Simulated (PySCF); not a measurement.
**C₅H₁₂B₂O₂ (SMILES COBOBC1CCC1): density, localisation and related maps**

The calculation's input:

```
{"job": {"kind": "nmr", "xc": "PBE0", "basis": "pcSseg-1"}, "charge": 0, "multiplicity": 1}
C      2.555816     1.963617     0.529691
O      2.964932     0.975476     1.448087
B      2.141650     0.024004     1.940531
O      0.859754    -0.063516     1.627306
B     -0.325838    -0.124621     1.083525
C     -0.553435    -0.895726    -0.299464
C     -1.888971    -1.660753    -0.455420
C     -2.373698    -0.620548    -1.473865
C     -0.986604     0.033856    -1.465396
H      3.345102     2.077795    -0.215895
H      2.421595     2.913059     1.055166
H      1.619688     1.696011     0.032592
H      2.631981    -0.730575     2.695733
H     -1.228198     0.419448     1.621028
H      0.314778    -1.506201    -0.558565
H     -2.486587    -1.734033     0.451038
H     -1.768802    -2.657373    -0.875986
H     -3.155454     0.029242    -1.086219
H     -2.695213    -1.019071    -2.434788
H     -0.981765     1.099624    -1.239447
H     -0.419652    -0.130219    -2.380122
```

Command:

```sh
OMP_NUM_THREADS=1 python probes_run.py task.json out
```

Geometry: GFN2-xTB.

Theory: PBE0/pcSseg-1, SCF density, gas phase, non-relativistic (PySCF).

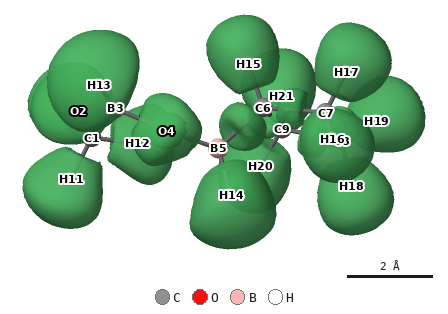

Figure 1. Isosurface of the electron localisation function at 0.75 (green), seen from one side. Core shells and regions of very low density are left out.

Question: What do the ELF domains correspond to?

Answer: The ELF exceeds this value in one region between bonded B–C atoms (shared pairs), four regions between bonded C–C atoms (shared pairs), twelve regions around hydrogen nuclei and two regions on O in which the atom's valence shell and bonds are merged.


B–O (1.31 Å): the ELF peaks at about 0.90 between the atoms: a short, strongly polar bond. C–O (1.41 Å): the ELF peaks at about 0.90 between the atoms, as expected for a shared but strongly polarised pair.

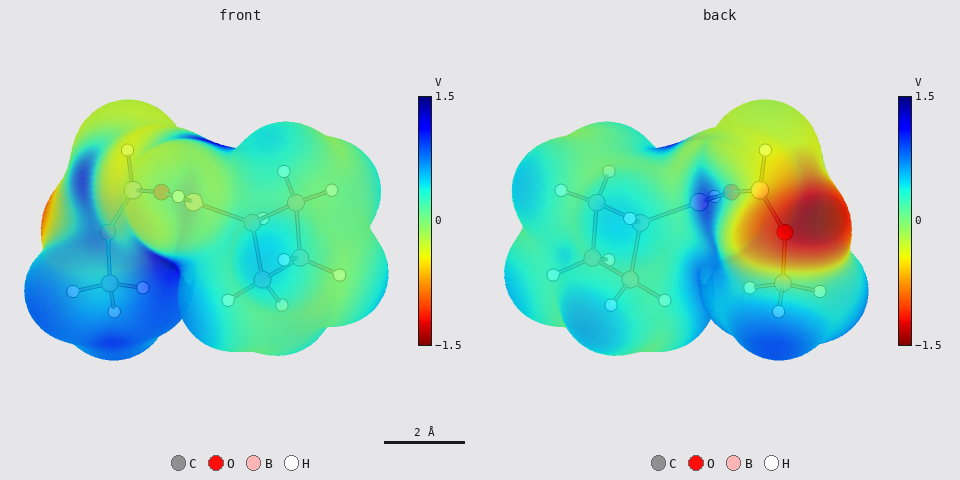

Figure 2. The molecular electrostatic potential painted on the density surface at 0.002 e/bohr³, seen from the front and from behind; red is negative and blue positive.

Question: Describe the electrostatic potential map.

Answer: The most negative region (about −1.4 V) lies over O2, the most positive (about +1.2 V) over B5. O2 is the likeliest acceptor of a hydrogen bond.

Question: What dipole moment does the calculation give?

Answer: Its dipole moment is 1.77 D.

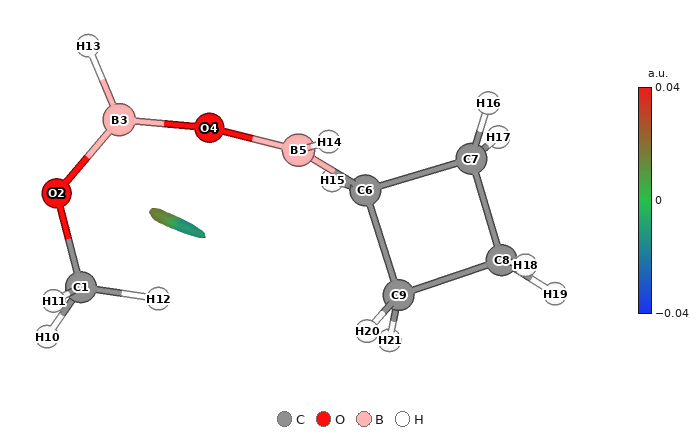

Figure 3. Non-covalent interaction (NCI) plot: the surface where the reduced density gradient is 0.5, for densities under 0.05 a.u., coloured by sign(λ₂)ρ; seen across its widest extent.

Question: Which non-covalent interactions does the plot reveal?

Answer: Between H12 and C1 on one side and O4 and B3 on the other: a weak contact, attractive (blue-green) on one side and crowded (olive to red) on the other.
